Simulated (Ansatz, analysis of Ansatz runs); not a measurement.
# Migration in CsLiBr2 (P4/nmm): Li_i hop between interstitial places, charge +1, part 4 of 4

Aim: the barrier of one jump in CsLiBr2 (P4/nmm) at charge +1: Li_i hop between interstitial places. The model is a cell of 64 host atoms with 1 Li put in; Li is the atom that moves.

Ansatz 0.2.0; plane-wave PAW DFT, PBEsol; nudged elastic band between two relaxed defect structures at fixed charge in a uniform background.

So far: The starting structure; Relaxation of the start point, charge +1; Relaxation of the end point, charge +1; Nudged elastic band, charge +1.

### Step 4. Nudged elastic band, charge +1 (continued)

The path, image by image:

```
image  path (Å)  energy (eV)      Li65: x, y, z (Å)
    0     0.000       0.0000  -0.003, 10.212, 4.905
    1     0.740       0.1701    0.304, 9.825, 4.837
    2     1.481       0.5505    0.741, 9.379, 4.821
    3     2.223       0.7346    1.247, 8.914, 4.849
    4     2.961       0.5518    1.709, 8.410, 4.820
    5     3.698       0.1730    2.152, 7.974, 4.835
    6     4.435      -0.0001    2.546, 7.663, 4.903
```

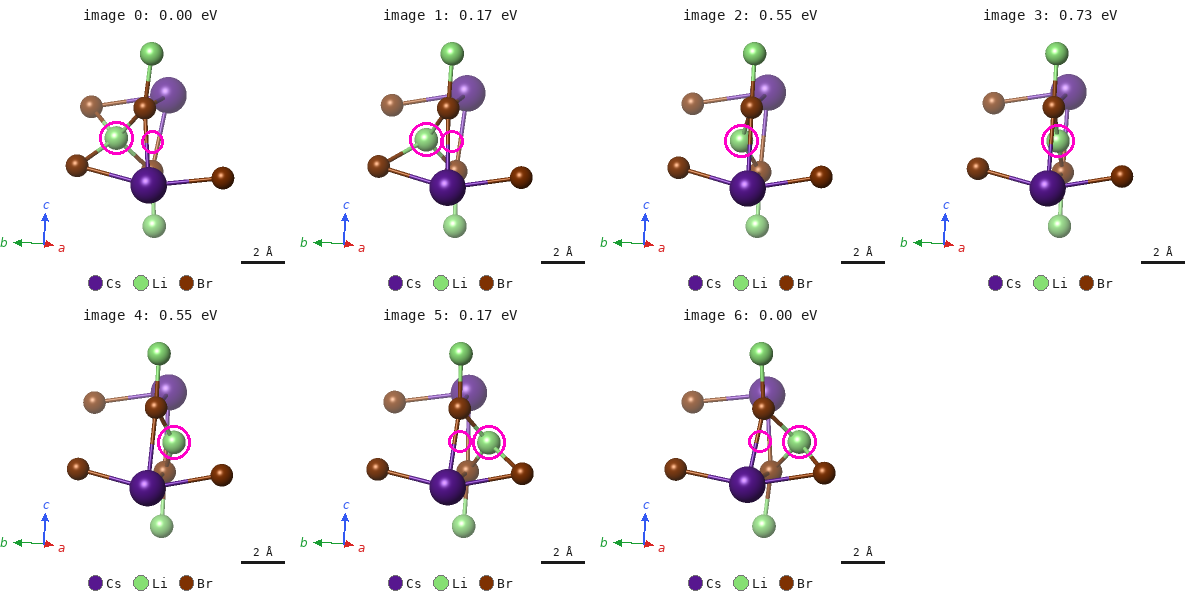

Images along the path; Li65 is ringed. A ring with no atom in it marks the empty centre.

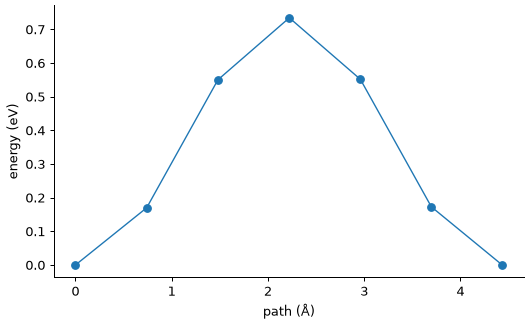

Energy along the path.

Numbers from this step:

| Property | Result |
| --- | --- |
| free energy | -180503.1079 eV |
| barrier forward | 0.7346 eV |
| barrier backward | 0.7347 eV |
| end less start | -1.07e-4 eV |
| hop length | 3.605 Å |

Track of the atom that was set to move:

```
image   x (Å)  y (Å)  z (Å)  nearest neighbour  distance (Å)
    0  -0.003  10.21  4.905                 Br         2.584
    1   0.304  9.825  4.837                 Br         2.472
    2   0.741  9.379  4.821                 Br         2.353
    3   1.247  8.914  4.849                 Br         2.313
    4   1.709   8.41   4.82                 Br         2.353
    5   2.152  7.974  4.835                 Br          2.47
    6   2.546  7.663  4.903                 Br         2.585
```

The band met its tolerance of 0.04 eV/Å after 6 iterations, with image 3 on top (the start counts as 0). Li65, which moves farthest between the ends, has 4 Br at 2.58 Å nearest at the start and 2 Br at 2.31 Å at the top.

### Step 5. Single point at the start point, PBEsol, denser k-mesh

Three single points on a mesh of more k-points (start, top, end) test the sampling. The start is shown; top and end are run alike.

This step: plane-wave PAW DFT, PBEsol; single point of a defect supercell on a structure of the PBEsol path.

File qp1.start.mesh/input.yaml:

```yaml
crystal:
  lattice:
    - [10.21487075, 10.21487075, 0.0]
    - [-10.21487075, 10.21487075, 0.0]
    - [0.0, 0.0, 9.81108215]
  atoms:
    - { symbol: Cs, position: [0.12211828, 0.1222722, 0.29891783] }
    - { symbol: Cs, position: [0.36073864, 0.36097194, 0.27845833] }
[... 1 atom line left out ...]
    - { symbol: Cs, position: [0.37585335, 0.12603389, 0.69639975] }
[... 3 atom lines left out ...]
    - { symbol: Li, position: [0.37936513, 0.37949691, 0.90602321] }
[... 1 atom line left out ...]
    - { symbol: Br, position: [0.39434668, 0.39462285, 0.64579853] }
[... 1 atom line left out ...]
    - { symbol: Br, position: [0.37342472, 0.12115451, 0.33235623] }
[... 15 atom lines left out ...]
    - { symbol: Br, position: [0.39431966, 0.60557947, 0.35430796] }
[... 4 atom lines left out ...]
    - { symbol: Cs, position: [0.62391211, 0.12629012, 0.30406422] }
[... 1 atom line left out ...]
    - { symbol: Cs, position: [0.6388785, 0.36117773, 0.72186028] }
[... 1 atom line left out ...]
    - { symbol: Li, position: [0.62020439, 0.37955568, 0.09399918] }
[... 5 atom lines left out ...]
    - { symbol: Br, position: [0.60517488, 0.39470781, 0.35426164] }
[... 13 atom lines left out ...]
    - { symbol: Br, position: [0.60514224, 0.60557554, 0.64594853] }
[... 7 atom lines left out ...]
    - { symbol: Li, position: [0.499705, 0.49998867, 0.49999263] }
total_charge: 1
basis:
  ecutwfc: 420
  xc_grid: 2
hamiltonian:
  xc: pbesol
kpoints:
  mp_grid: { grid: [2, 2, 2], shift: [0.5, 0.5, 0.5] }
scf:
  occupations: { method: fixed }
  max_iter: 120
output:
  forces: true
  eigenvalues: true
checkpoint:
  write: "../qp1.start.mesh.run"
  compress: false
  write_wavefunctions: false
  write_every: 100000
```

Launch:

```bash
$ ansatz run input.yaml --threads 4 --pin off --max-ram 14131MiB --backend cpu --events-out ev --progress --plain --runs-dir out
```

Numbers of over 12 decimals in the logs are rounded to 6 here.

What it wrote:

```text
[...]
Crystal: 65 atoms, lattice volume = 2047.447 Å³
Basis set: ecut = 420 eV, 39949 PW (Γ), exchange–correlation on 200×200×144 points (8 copies of the dense FFT grid, shifted against one another)
Bands: 274, of which v1, the nominal top of the filled ones, is band 209 counted from 1 (208 counted from 0)
Symmetry: 1 space group operations
[...]
k-points: 4 of 8 (time reversal used)
[...]
SCF iter   1: F=—  HF=-180503.871562 eV  |F-HF|=—  |Δ(HF+E_count)|=         —  Δρ=1.55e-3  dr2=7.87e-2  ethr=1.77e-3  ⟨swp⟩=6.0  Hψ=4160  notcnv=0  defer=252
[...]
SCF iter   7: F=-180503.842579 eV  HF=-180503.842579 eV  |F-HF|=4.83e-8  |Δ(HF+E_count)|=   5.65e-7  Δρ=6.73e-7  dr2=1.88e-8  ethr=2.39e-11  ⟨swp⟩=22.0  Hψ=6748  notcnv=0
SCF 1 converged in 7 iterations: F = -180503.842579 eV  dr2 = 1.88e-8
[...]
SCF converged after 7 iterations
Free energy (F): -180503.842579 eV
[...]
Internal energy: -180503.842579 eV  (E = F + TS)
E sigma→0 (E₀):  -180503.842579 eV
Fermi energy:    2.210058 eV
[...]
--- Forces (eV/Å), atoms counted from 1 ---
  atom   1  Cs     0.00031576    -0.00402230    -0.00085291
  atom   2  Cs    -0.00058801     0.00441935    -0.00145081
  [... 5 atoms left out ...]
  atom   8  Li    -0.00157745     0.00022745    -0.00006209
  [... 1 atom left out ...]
  atom  10  Br     0.00086245    -0.00502101    -0.00755756
  [... 1 atom left out ...]
  atom  12  Br    -0.00324240     0.00285814    -0.00042908
  [... 15 atoms left out ...]
  atom  28  Br    -0.00290194    -0.00170655     0.00892423
  [... 6 atoms left out ...]
  atom  35  Cs    -0.00227428    -0.00081814    -0.00230826
  [... 1 atom left out ...]
  atom  37  Li     0.00091116     0.00101737     0.00203295
  [... 5 atoms left out ...]
  atom  43  Br     0.00596988    -0.00046735     0.00862811
  [... 13 atoms left out ...]
  atom  57  Br     0.00140999     0.00186258    -0.00855103
  [... 7 atoms left out ...]
  atom  65  Li    -0.00124014     0.00393106     0.00152647
  max |Σ_I F_I| component: 1.12e-6 eV/Å
--- Band table (eV) ---
[...]
[... further k-points left out ...]
```

It took 1.7 min on 4 threads of Arm Neoverse V1, shared host; peak memory 8.6 GiB.

This step gave:

```
free energy : -180503.8426 eV
```

### Step 6. Barrier from single points, PBEsol, denser k-mesh

Analysis of the runs above: barrier from PBEsol single points on the PBEsol path.

It gives:

| Property | Result |
| --- | --- |
| barrier forward | 0.7347 eV |
| barrier backward | 0.7348 eV |
| end less start | -9.61e-5 eV |

This gives 0.735 eV against the band's 0.735 eV (backward 0.735 against 0.735 eV). This mesh holds only the band's own point and its sign variants, so it tests the average over those and no finer sampling.

### Step 7. Single point at the start point, LDA

Three single points with LDA show how much the barrier depends on that choice; lattice and path are kept. The start is shown; top and end are run alike.

This step: plane-wave PAW DFT, LDA; single point of a defect supercell on a structure of the PBEsol path.

qp1.start.lda/input.yaml, as its differences from qp1.start.mesh/input.yaml of step 5:

```diff
@@ -35,5 +35,5 @@
 hamiltonian:
-  xc: pbesol
+  xc: lda
 kpoints:
-  mp_grid: { grid: [2, 2, 2], shift: [0.5, 0.5, 0.5] }
+  mp_grid: { grid: [1, 1, 1], shift: [0.25, 0.25, 0.25] }
 scf:
@@ -45,3 +45,3 @@
 checkpoint:
-  write: "../qp1.start.mesh.run"
+  write: "../qp1.start.lda.run"
   compress: false
```

What it wrote:

```text
[...]
Crystal: 65 atoms, lattice volume = 2047.447 Å³
Basis set: ecut = 420 eV, 39949 PW (Γ), exchange–correlation on 200×200×144 points (8 copies of the dense FFT grid, shifted against one another)
Bands: 274, of which v1, the nominal top of the filled ones, is band 209 counted from 1 (208 counted from 0)
Symmetry: 1 space group operations
[...]
k-points: 1
[...]
SCF iter   1: F=—  HF=-177823.437041 eV  |F-HF|=—  |Δ(HF+E_count)|=         —  Δρ=3.99e-3  dr2=1.90e-1  ethr=1.77e-3  ⟨swp⟩=7.0  Hψ=940  notcnv=0  defer=61
[...]
SCF iter   7: F=-177823.340636 eV  HF=-177823.340636 eV  |F-HF|=1.03e-8  |Δ(HF+E_count)|=   1.53e-7  Δρ=1.11e-6  dr2=5.68e-8  ethr=2.39e-11  ⟨swp⟩=21.0  Hψ=1787  notcnv=0
SCF 1 converged in 7 iterations: F = -177823.340636 eV  dr2 = 5.68e-8
[...]
SCF converged after 7 iterations
Free energy (F): -177823.340636 eV
[...]
Internal energy: -177823.340636 eV  (E = F + TS)
E sigma→0 (E₀):  -177823.340636 eV
Fermi energy:    2.029682 eV
[...]
--- Forces (eV/Å), atoms counted from 1 ---
  atom   1  Cs     0.00033902    -0.00974425    -0.00138348
  atom   2  Cs    -0.00053510     0.00587242    -0.01467217
  [... 5 atoms left out ...]
  atom   8  Li    -0.00134753     0.00900649    -0.00497423
  [... 1 atom left out ...]
  atom  10  Br     0.00069952     0.03859349     0.00905527
  [... 1 atom left out ...]
  atom  12  Br    -0.00554476     0.00487269    -0.05004605
  [... 15 atoms left out ...]
  atom  28  Br     0.04064620    -0.00147491    -0.00772851
  [... 6 atoms left out ...]
  atom  35  Cs    -0.00359594    -0.00078073     0.01136506
  [... 1 atom left out ...]
  atom  37  Li    -0.00842670     0.00127635     0.00685644
  [... 5 atoms left out ...]
  atom  43  Br    -0.03785518    -0.00045090    -0.00792555
  [... 13 atoms left out ...]
  atom  57  Br     0.00142858    -0.04177691     0.00785346
  [... 7 atoms left out ...]
  atom  65  Li    -0.00112074     0.00327597     0.00138085
  max |Σ_I F_I| component: 5.62e-6 eV/Å
--- Band table (eV) ---
[...]
```

Elapsed: 29 s, on 4 threads; peak memory 2.8 GiB.

This step gave:

| Quantity | Value |
| --- | --- |
| free energy | -177823.3406 eV |

### Step 8. Barrier from single points, LDA

Analysis of the runs above: barrier from LDA single points on the PBEsol path.

It gives:

```yaml
barrier_forward: 0.6973 eV
barrier_backward: 0.6965 eV
end_less_start: 8.12e-4 eV
```

This gives 0.697 eV against the band's 0.735 eV.

### Step 9. Single point at the start point, r2SCAN

Three single points with a meta-GGA, at its higher cutoff of 500 eV, show what it does to the barrier on the path found. The start is shown; top and end are run alike.

This step: plane-wave PAW DFT, r2SCAN; single point of a defect supercell on a structure of the PBEsol path.

qp1.start.r2scan/input.yaml, as its differences from qp1.start.lda/input.yaml of step 7:

```diff
@@ -32,6 +32,6 @@
 basis:
-  ecutwfc: 420
+  ecutwfc: 500
   xc_grid: 2
 hamiltonian:
-  xc: lda
+  xc: r2scan
 kpoints:
@@ -45,3 +45,3 @@
 checkpoint:
-  write: "../qp1.start.lda.run"
+  write: "../qp1.start.r2scan.run"
   compress: false
```

What it wrote:

```text
[...]
Crystal: 65 atoms, lattice volume = 2047.447 Å³
Basis set: ecut = 500 eV, 52011 PW (Γ), exchange–correlation on 216×216×144 points (8 copies of the dense FFT grid, shifted against one another)
Bands: 274, of which v1, the nominal top of the filled ones, is band 209 counted from 1 (208 counted from 0)
Symmetry: 1 space group operations
[...]
k-points: 1
[...]
SCF iter   1: F=—  HF=-183959.342534 eV  |F-HF|=—  |Δ(HF+E_count)|=         —  Δρ=2.87e-3  dr2=2.12e-1  dr2_τ=9.79e-2  ethr=1.77e-3  ⟨swp⟩=6.0  Hψ=995  notcnv=0  defer=63
[...]
SCF iter   7: F=-183959.948711 eV  HF=-183959.948711 eV  |F-HF|=6.78e-9  |Δ(HF+E_count)|=   1.15e-7  Δρ=5.09e-7  dr2=1.06e-8  dr2_τ=3.64e-10  ethr=2.39e-11  ⟨swp⟩=22.0  Hψ=1644  notcnv=0
SCF 1 converged in 7 iterations: F = -183959.948711 eV  dr2 = 1.06e-8
[...]
SCF converged after 7 iterations
Free energy (F): -183959.948711 eV
[...]
Internal energy: -183959.948711 eV  (E = F + TS)
E sigma→0 (E₀):  -183959.948711 eV
Fermi energy:    1.948639 eV
[...]
--- Forces (eV/Å), atoms counted from 1 ---
  atom   1  Cs     0.00032156     0.00923863    -0.02386734
  atom   2  Cs    -0.00078042     0.01549050     0.00705863
  [... 5 atoms left out ...]
  atom   8  Li    -0.00165250    -0.00593975     0.00210797
  [... 1 atom left out ...]
  atom  10  Br     0.00123993    -0.05932160    -0.01061224
  [... 1 atom left out ...]
  atom  12  Br     0.00191585    -0.00383791     0.02249065
  [... 15 atoms left out ...]
  atom  28  Br    -0.05693469    -0.00205238     0.01215831
  [... 6 atoms left out ...]
  atom  35  Cs    -0.01299681    -0.00105263    -0.01163734
  [... 1 atom left out ...]
  atom  37  Li     0.00698854     0.00120737     0.00002181
  [... 5 atoms left out ...]
  atom  43  Br     0.06060131    -0.00029163     0.01208275
  [... 13 atoms left out ...]
  atom  57  Br     0.00152126     0.05626564    -0.01170562
  [... 7 atoms left out ...]
  atom  65  Li    -0.00105926     0.00406335     0.00156612
  max |Σ_I F_I| component: 1.00e-3 eV/Å
--- Band table (eV) ---
[...]
```

The job ended after 48 s (4 threads; peak memory 4.1 GiB).

Numbers from this step:

```
free energy : -183959.9487 eV
```

### Step 10. Barrier from single points, r2SCAN

Analysis of the runs above: barrier from r2SCAN single points on the PBEsol path.

It gives:

```
barrier forward  : 0.7622 eV
barrier backward : 0.7634 eV
end less start   : -0.001164 eV
```

This gives 0.762 eV against the band's 0.735 eV.

### Step 11. Results

| Quantity | Value |
| --- | --- |
| barrier forward | 0.73 eV |
| barrier backward | 0.73 eV |
| end less start | 0.00 eV |
| hop length | 3.60 Å |
| band iterations, as the log counts them | 6 |
| barrier from single points, PBEsol, denser k-mesh | 0.73 eV |
| barrier from single points, LDA | 0.70 eV |
| barrier from single points, r2SCAN | 0.76 eV |

**Reading.** The top of the band lies 0.73 eV above the start and 0.73 eV above the end, which are alike in energy and neighbours. With an assumed prefactor of 1e13 per second it gives one hop a second along this one path at about 280 K; whether such hops link up through the crystal wasn't checked. At the top Li65 stands 2.31 Å from its nearest Br, 0.27 Å closer than at the start. Across functionals on this path (PBEsol 0.735, LDA 0.697 and r2SCAN 0.762 eV) the forward values spread by 0.065 eV. The order of the top as a saddle was not checked for all atoms, so a bent path could be lower. No image-charge correction is applied; it largely cancels along a path if the charge stays localised alike. Limits: one k-point off the zone centre stands for the whole zone; spin–orbit coupling, which can matter with heavy atoms, is left out.

[Logs are printed without paths, hosts, clocks, repeated set-up lines and the standing remarks that a program may print on its own settings, such as how far it seeks lower states.]

[Hosts, paths, dates, database ids (printed as entryN), source tags and the programs' standing remarks are cut or masked in the printed files.]
